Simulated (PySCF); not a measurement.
C$_{4}$H$_{7}$NS (SMILES CN/C=C\C=S)

Input

```
{"job": {"kind": "nmr", "xc": "PBE0", "basis": "pcSseg-1", "pop": false}, "charge": 0, "multiplicity": 1}
C     -1.694740     0.263014    -0.090440
N     -0.689866     0.072327    -1.128182
C      0.355123    -0.804008    -0.788787
C      1.240953    -0.727431     0.229043
C      1.521492     0.396559     1.058160
S      0.892562     1.901360     0.924094
H     -1.337163     0.779887     0.808520
H     -2.505861     0.846480    -0.521965
H     -2.079080    -0.714351     0.197678
H     -0.322992     0.978009    -1.415254
H      0.413154    -1.670946    -1.443275
H      1.901759    -1.573962     0.372904
H      2.304659     0.253063     1.797505
```

Command:

```sh
OMP_NUM_THREADS=1 python ens_run.py task.json out
```

Geometry: GFN2-xTB; a saddle point, not a minimum.

These are results of PySCF 2.14.0, PBE0/pcSseg-1, SCF density, gas phase, non-relativistic, not measurements.

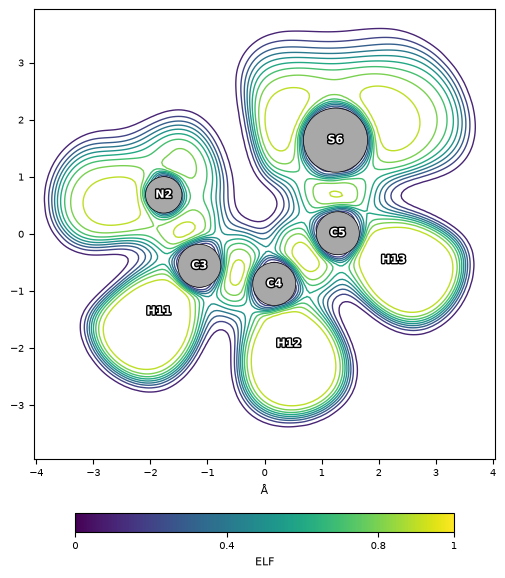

Figure 1. Electron localisation function on the plane of atoms C4, C5 and H13. Grey discs cover the atomic cores.

> What do the fields say about this system?

The section cuts through N, C, S and H sites. C–C (1.35 Å): the ELF peaks at about 0.95 between the atoms (a covalent bond). C–N (1.41 Å): the ELF peaks at about 0.95 between the atoms: localised, covalent bonding. C–S (1.64 Å): the ELF peaks at about 0.90 between the atoms (a covalent bond). C–C (1.42 Å): the ELF peaks at about 0.95 between the atoms: localised, covalent bonding. C–H (1.08 Å): the ELF climbs to about 1 towards the hydrogen, as it does in any bond to H (an ordinary covalent bond to hydrogen). The ELF also peaks beside N2 and S6, away from the bonds: lone-pair regions.

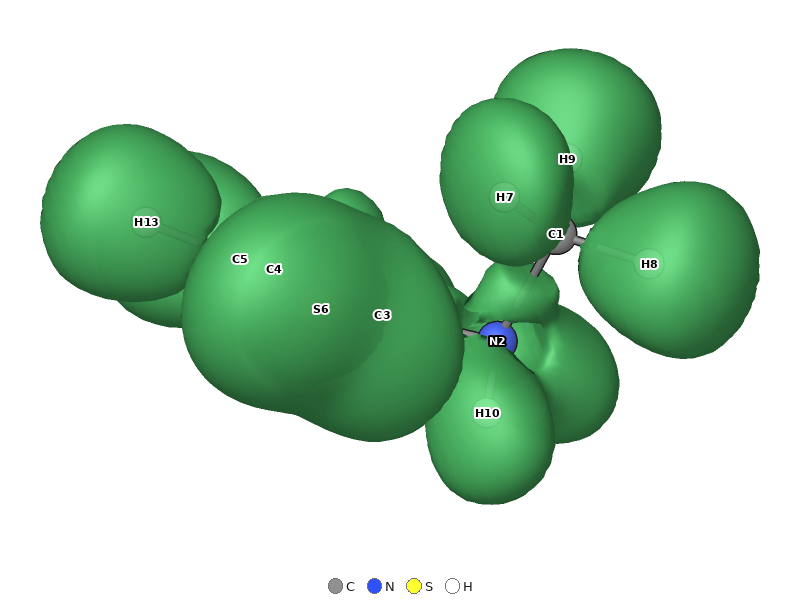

Figure 2. Isosurface of the ELF at 0.75 (green), seen from one side. Core shells and regions of very low density are left out.

> Identify the bonds, lone pairs and shells in this picture.

The ELF exceeds this value in two regions between bonded C–C atoms (shared pairs), one region between bonded C–S atoms (shared pairs), six regions around hydrogen nuclei, one ring or bowl of non-bonding electrons around S and one joined region spread over several atoms (H, N), in which their bonds and any lone pairs are merged.

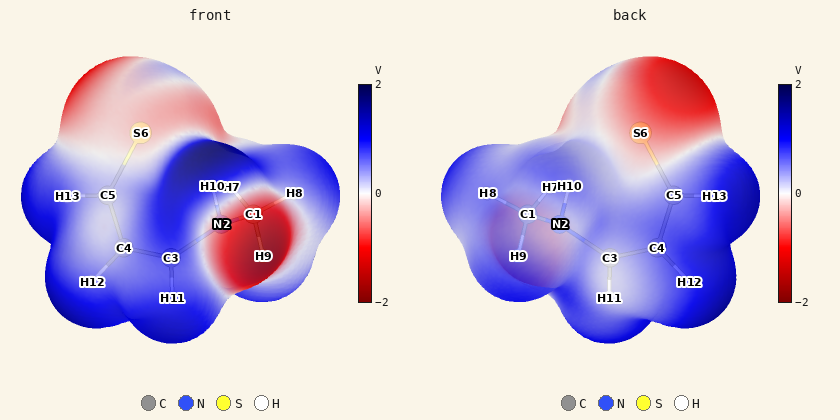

Figure 3. The electrostatic potential painted on the density surface at 0.004 e/bohr³, seen from the front and from behind; the colour scale runs from red (negative) to blue (positive).

> Describe the electrostatic potential map.

The most negative region (about −1.7 V) lies over N2, the most positive (about +1.7 V) over H10. N2 is the likeliest acceptor of a hydrogen bond.

> What dipole moment does the calculation give?

Its dipole moment is 1.88 D.
